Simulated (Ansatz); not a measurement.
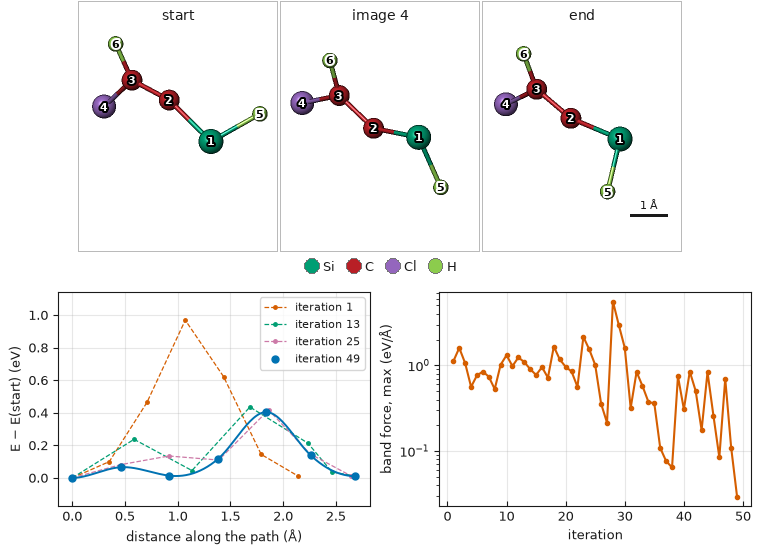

A search for the minimum-energy path of C₂H₂ClSi (multiplicity 2) by the nudged elastic band. Images are numbered from 0 (start) to 6 (end). The plot follows the band through its iterations. The picture is a ball-and-stick view, seen at a tilt.

Computed with UKS PBE/def2-SVP in Ansatz. Set-up: 5 movable images; climbing image; force threshold 0.05 eV/Å; iteration limit 60; starting path by image-dependent pair potential.

Q: How did the profile develop, and is the result final?

A: The run is converged, with reservations. The band converged in 49 iterations. The largest component of the band force went from 1.1 to 0.029 eV/Å. The climbing image converged on the top of the path. Its vibrational analysis gives one imaginary mode (815i cm⁻¹), as a transition state must have. The first iteration put the highest image at 0.97 eV. The highest point, image 4, lies 0.40 eV above the start and 0.39 eV above the end; the end is at +0.01 eV relative to the start. The profile has 2 maxima (images 1, 4) with a dip at image 2 (+0.01 eV), so the process runs in steps.
